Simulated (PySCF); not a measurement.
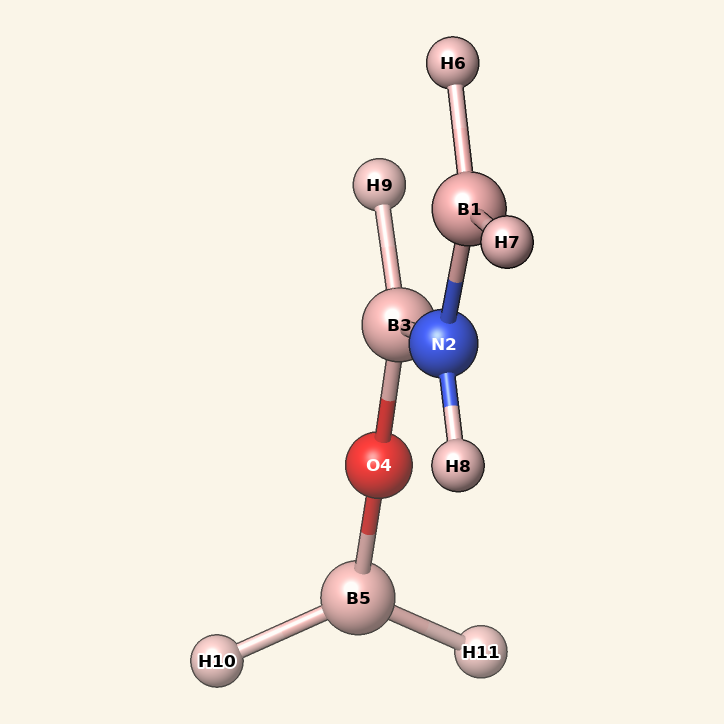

B3 lies behind N2. The molecule seen a little off the N2–B3 bond, N2 in front. Depth is shown by fading: the farther an atom, the more it takes the colour of the background. Computed geometry: PBE0-D3(BJ)/def2-SVP optimisation. No frequency run is at hand to confirm it as a minimum.

> What is the torsion angle B1–N2–B3–O4? The sign is positive where the front bond must turn clockwise to cover the back bond.

180°, antiperiplanar (anti).
